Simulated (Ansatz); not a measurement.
## Run report: CH3AlF2O, single-point calculation

The run: single-point calculation of CH3AlF2O. Method and program: RKS wB97X-V/def2-TZVPP (Ansatz 0.2.0).

Some settings of this run were made unusual or wrong on purpose. The geometry comes from this level: PBE0-D4/def2-TZVP. Figures and captions count atoms from 1; the log counts them from 0 in places.

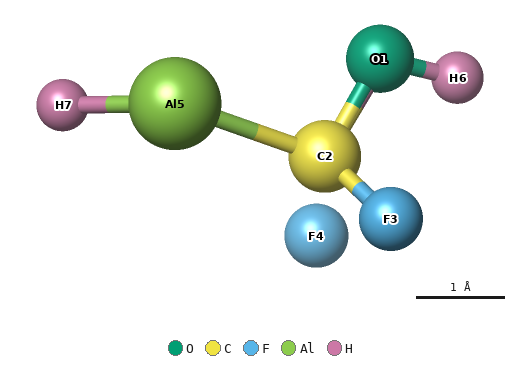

**Figure 1.** The structure (ball-and-stick view, seen at a tilt; atoms are numbered from 1 in the order of the input). Sticks mark near contacts. Bond lengths as drawn: Al–C 1.95 Å, Al–H 1.56 Å, C–F 1.30 Å, C–H 1.30 Å, C–O 1.33 Å and H–O 0.05 to 1.00 Å.

Outcome

| quantity | value |
| --- | --- |
| outcome | converged |
| total energy | −13407.7485 eV |
| SCF solution under orbital rotations | stable |
| largest force (length of the vector) | 43648.634 eV/Å |
| dipole moment | 8.63 D |
| hardware | 2 threads of Arm Neoverse V1, 23 GiB of memory available, shared host |
| wall time | 71 s (CPU time 2.3 min) |
| peak memory | 0.74 GiB |

Diagnosis

A setting was made wrong on purpose: two atoms are placed far too close. The run converged all the same; its numbers are those of the faulty input and shouldn't be used.

The input
```yaml
crystal:
  periodic: [false, false, false]
  atoms:
    - {symbol: O, position_ang: [-0.280231, 1.145420, 0.820698]}
    - {symbol: C, position_ang: [0.441404, 0.132839, 0.362932]}
    - {symbol: F, position_ang: [0.810714, -0.606483, 1.364337]}
    - {symbol: F, position_ang: [1.794082, 0.612676, -0.131468]}
    - {symbol: Al, position_ang: [-0.677359, -0.646512, -1.025233]}
    - {symbol: H, position_ang: [0.247484, 1.650881, 1.509733]}
    - {symbol: H, position_ang: [-0.443314, -0.362083, -2.541918]}
    - {symbol: H, position_ang: [-0.230231, 1.145420, 0.820698]}
basis:
  gaussian: {orbitals: def2-TZVPP}
hamiltonian: {xc: {name: wB97X-V}}
output: {forces: true}
```

Run as:
```bash
ansatz run in.yaml --threads 2 --pin off --events-out ev --progress --plain --max-ram 4352MiB
```

Log
```
Functional definition: wB97X-V
  name "wB97X-V"
  cite "Mardirossian & Head-Gordon, Phys. Chem. Chem. Phys. 16, 9904 (2014) doi:10.1039/C3CP54374A"
  cite "Becke, J. Chem. Phys. 107, 8554 (1997) doi:10.1063/1.475007"
  cite "Vydrov & Van Voorhis, J. Chem. Phys. 133, 244103 (2010) doi:10.1063/1.3521275"
  parameter omega = 0.3/bohr
  parameter cx = 0.167
  parameter cx1 = 0.603
  parameter cx2 = 1.194
  parameter css0 = 0.556
  parameter css1 = -0.257
  parameter cos0 = 1.219
  parameter cos1 = -1.850
  parameter b = 6.0
  parameter c = 0.01
  exchange = spin_sum(e_x_unif_sr(omega)*poly(b97_u_x, 1 - cx, cx1, cx2)) + cx*exact_x_sr(omega) + exact_x_lr(omega)
  correlation = spin_sum(e_c_pw_same_spin*poly(b97_u_same, css0, css1))
      + integral(e_c_pw_opposite_spin*poly(b97_u_opposite, cos0, cos1)) + vv10(b, c)
1108 factors; their error is unknown
241 factors; integrals over basis functions are off by at most 1.3e-5 eV
mean field evaluation 1: about -13379.6032 eV, gradient 1.6e2 eV
mean field evaluation 2: about -13357.6892 eV, gradient 1.8e2 eV
mean field evaluation 4: about -13406.9348 eV, gradient 1.3e1 eV
mean field evaluation 8: about -13407.3052 eV, gradient 6.3e-1 eV
mean field evaluation 16: about -13407.7478 eV, gradient 1.7e-1 eV
mean field -13407.74852192 eV, -492.7256700822 hartree, gradient 3.2e-5 eV, S^2 0.000000; 2 other end points of the search recorded, 0 dependent functions left out
the calculation of the forces begins
reference -13407.74852009 eV, -492.7256700150 hartree; 24, 24 occupied and 184, 184 virtual orbitals, 1108 factors
Total energy: -13407.74852009 eV, -492.7256700150 hartree
Atom 0 at    -0.280231     1.145420     0.820698 Å, force -43648.633158    -0.639046    -7.362559 eV/Å
Atom 1 at     0.441404     0.132839     0.362932 Å, force     5.871668    -5.358679    -5.780154 eV/Å
Atom 2 at     0.810714    -0.606483     1.364337 Å, force    -0.053353     0.135752     1.434625 eV/Å
Atom 3 at     1.794082     0.612676    -0.131468 Å, force    -2.072145     0.831483     1.614671 eV/Å
Atom 4 at    -0.677359    -0.646512    -1.025233 Å, force    -3.317360    -2.473844    -0.383972 eV/Å
Atom 5 at     0.247484     1.650881     1.509733 Å, force    -1.301636    -0.251596    -0.600761 eV/Å
Atom 6 at    -0.443314    -0.362083    -2.541918 Å, force     0.963299     0.737140    -0.521287 eV/Å
Atom 7 at    -0.230231     1.145420     0.820698 Å, force 43648.542686     7.018790    11.599436 eV/Å
Dipole moment:     0.536406     1.276411     1.144320 e Å
```
